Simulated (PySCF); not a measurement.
# CsGa: bond curves at several levels of theory

Aim: find the lowest electronic state of CsGa, scan its bond at several levels of theory, and get bond length, wavenumber and dissociation energy from each curve.

Computed with PySCF 2.14.0. Level: Cs def2-SVP with ECP46, Ga def2-SVP, scalar-relativistic core potentials.

### Step 1. Set-up

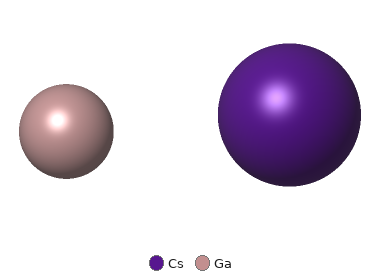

The two atoms at the starting distance (caesium purple, gallium pink).

A driver script around PySCF takes these settings:

```yaml
atoms: Cs, Ga
charge: 0
basis: Cs def2-SVP with ECP46, Ga def2-SVP
Hamiltonian: scalar-relativistic core potentials
basis_functions: 56
electrons_treated: 40
masses_in_u: 132.9054, 68.9256
levels: PBE0, PBE, r²SCAN, r²SCANh, TPSSh, BHandHLYP, ωB97X, HF, MP2, SCS-MP2
grid: 80 radial by 434 angular points
occupations: held fixed by the projection of orbital angular momentum
dissociation_limit: Cs + Ga, each in its ground configuration
starting_distance_in_angstrom: 3.410
values_of_2S_to_try: 0, 2
```

The run is started by

```sh
$ OMP_NUM_THREADS=1 python dia.py task.json out
```

The runs that follow: First curve: PBE0; Excited determinants; PBE; r²SCAN (meta-GGA); r²SCANh (hybrid meta-GGA); TPSSh; BHandHLYP (global hybrid GGA); ωB97X; UHF (mean field).

Before running it: what results should come out? Wanted: for each run, Re; ωe; De; μ.

The runs gave:

Lowest PBE0 solution found, without spin–orbit coupling: ³Π (triplet), unpaired electrons σ ↑, π ↑. State 2 has its PBE0 minimum 0.18 eV higher, as a spin-mixed determinant (⟨S²⟩ = 1.01), so this is no gap between pure states. State 3 has its PBE0 minimum 0.24 eV higher. The other levels ran on the lowest alone.

| level | Re (Å) | ωe (cm⁻¹) | De (eV) | μ (D) |
| --- | --- | --- | --- | --- |
| UHF | 3.848 | 72.6 | 0.160 | -10.17 |
| UHF-MP2 | 3.723 | 77.3 | 0.383 | n/a |
| UHF-SCS-MP2 | 3.741 | 75.9 | 0.301 | n/a |
| PBE | 3.683 | 77.4 | 0.67 | -6.33 |
| r²SCAN | 3.678 | 81.2 | 0.74 | -7.64 |
| TPSSh | 3.676 | 80.9 | 0.70 | -7.84 |
| r²SCANh | 3.674 | 81.9 | 0.71 | -7.93 |
| PBE0 | 3.672 | 80.5 | 0.61 | -7.47 |
| BHandHLYP | 3.737 | 74.9 | 0.398 | -7.30 |
| ωB97X | 3.610 | 93.7 | 0.475 | -9.85 |

De is counted to Cs + Ga in their ground configurations. A positive dipole means Cs(−)Ga(+).

Bond lengths run from 3.610 Å (ωB97X) to 3.848 Å (UHF). Of the levels with a De here, UHF gives the least (0.160 eV) and r²SCAN the most (0.74 eV).

Correlated steps freeze 9 core orbitals. Spin–orbit coupling is left out, which matters for elements this heavy, above all for dissociation energies. With spin–orbit coupling the term label itself may not hold.
